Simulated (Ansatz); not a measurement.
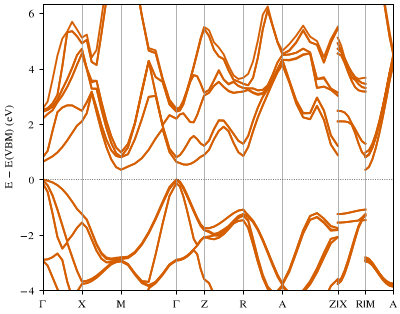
Figure: Band structure from PBE with spin–orbit coupling in the plane-wave PAW code Ansatz

Read off the gap and where the band edges lie.

About 0.3 eV (0.35 eV by a search for the band edges); maximum at Γ, minimum at M.

The material is Si3Ge in space group P-4m2 (No. 115; Si on 2g, Si on 1a, Ge on 1c).

The start of the workflow was typed in or built on a structure type; neither database checked (COD, Materials Project) lists it. Whether it is the stable phase at ambient conditions was not checked. The cell was relaxed with PBE under the symmetry of its start; whether a distortion lowers the energy is not shown.

Potentials: the earlier of the program's two PAW sets.
